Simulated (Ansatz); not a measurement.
CH₃FGe

```xyz
6

C     0.5398   -0.6782    0.8387
F    -0.6940    1.0256   -1.3689
Ge    0.4342   -0.2179   -0.8603
H     1.2407   -1.4465    1.1345
H    -0.0794   -0.2100    1.5898
H     1.1574   -0.6874   -2.1095
```

Geometry: B3LYP-D3(BJ)/6-311G**.

Theory: Ansatz 0.2.0, isolated molecule in a Gaussian basis; Kohn-Sham density functional theory, functional PBE0.

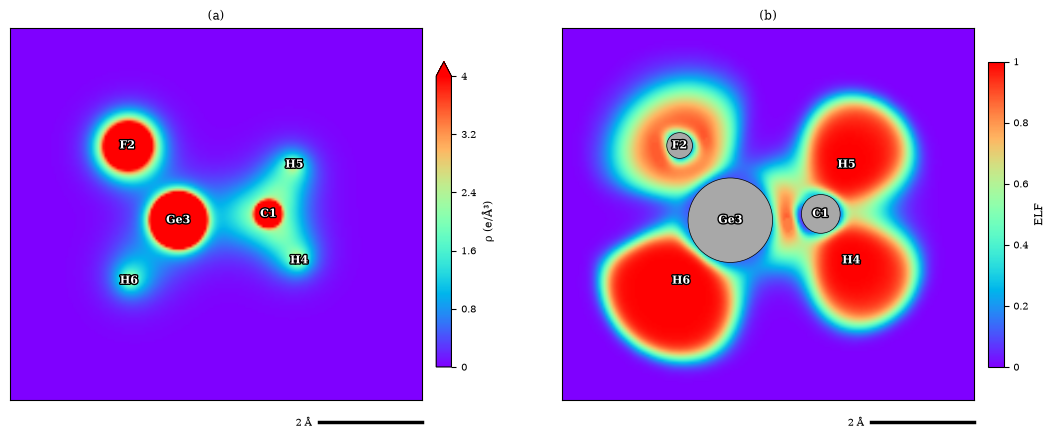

Figure 1. (a) total electron density; (b) ELF on the molecular plane. Grey discs cover the atomic cores in the ELF map.

Q: Read the bonding off the picture.

A: The section cuts through C, F, Ge and H sites. Ge–F (1.75 Å): the density is about 0.94 e/Å³ at the midpoint; the ELF peaks at about 0.80 in the valence shell of F, 0.5 Å from its nucleus, and is about 0.25 at the midpoint. C–Ge (1.76 Å): ρ at the midpoint is about 1.1 e/Å³; the ELF peaks at about 0.90 in the valence shell of C, 0.7 Å from its nucleus, and is about 0.50 at the midpoint. C–H (1.08 Å): ρ is about 2 e/Å³ halfway; the ELF climbs to about 1 towards the hydrogen, as it does in any bond to H; an ordinary covalent bond to hydrogen. Ge–H (1.52 Å): ρ at the midpoint is about 1.1 e/Å³; the ELF climbs to about 1 towards the hydrogen. The ELF also peaks beside F2, away from the bonds: lone-pair regions.

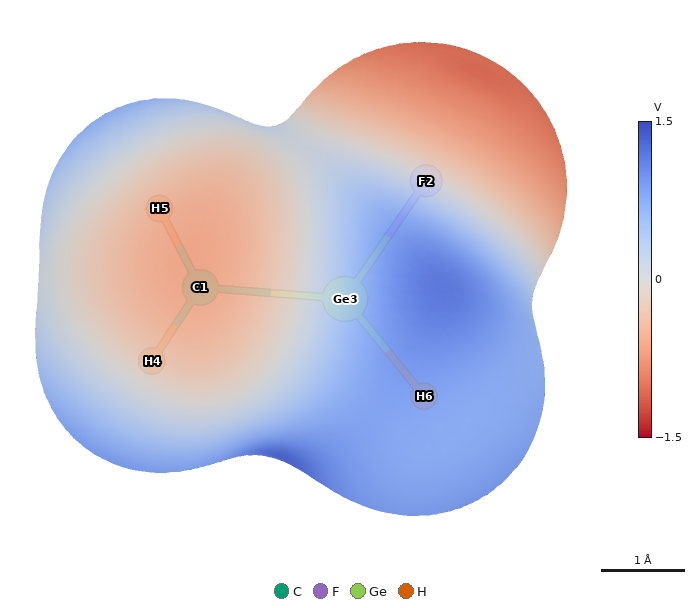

Figure 2. The electrostatic potential painted on the density surface at 0.001 e/bohr³, seen across its widest extent; red is negative and blue positive.

Q: Describe the electrostatic potential map.

A: The most negative region (about −1.0 V, or −23 kcal/mol for a unit charge) lies over F2, the most positive (about +1.2 V, or +28 kcal/mol for a unit charge) over Ge3.

Q: How polar is the molecule by this calculation?

A: Its dipole moment is 1.91 D.

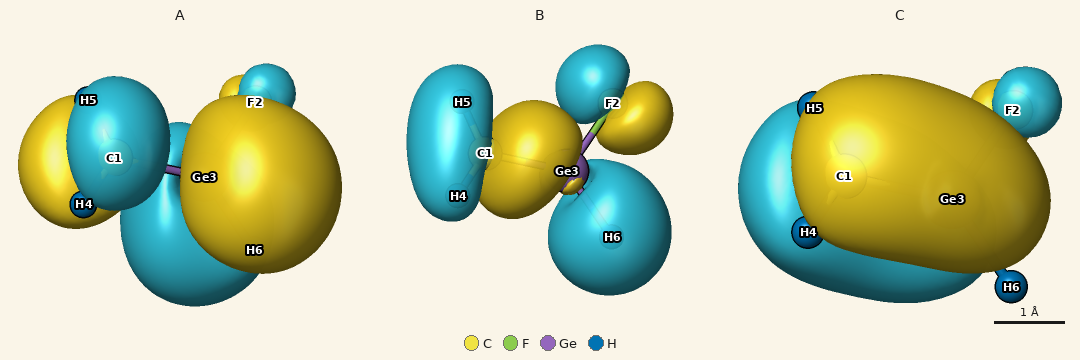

Figure 3. Three frontier orbitals at ±0.08 Å⁻³ᐟ² (yellow and cyan are the two phases), in no order.

Q: Which picture is the HOMO−1, the HOMO and the LUMO?

A: B is the HOMO−1 (−10.19 eV). It lies mainly on Ge3 (about 25 %), C1 (about 25 %), F2 (about 20 %) and H6 (about 20 %); it is symmetric in the molecular plane (an in-plane orbital: σ, lone-pair or in-plane π type). C is the HOMO (−6.73 eV). It lies mainly on C1 (about 50 %) and Ge3 (about 35 %); it changes sign across the molecular plane (π type); π-bonding across C1–Ge3. A is the LUMO (−1.24 eV). By Hirshfeld shares it lies mainly on Ge3 (about 60 %), C1 (about 25 %) and H6 (about 5 %); it changes sign across the molecular plane (π type); π-antibonding (a node) across C1–Ge3.

Q: What is the HOMO–LUMO gap?

A: 5.49 eV between the orbital energies.
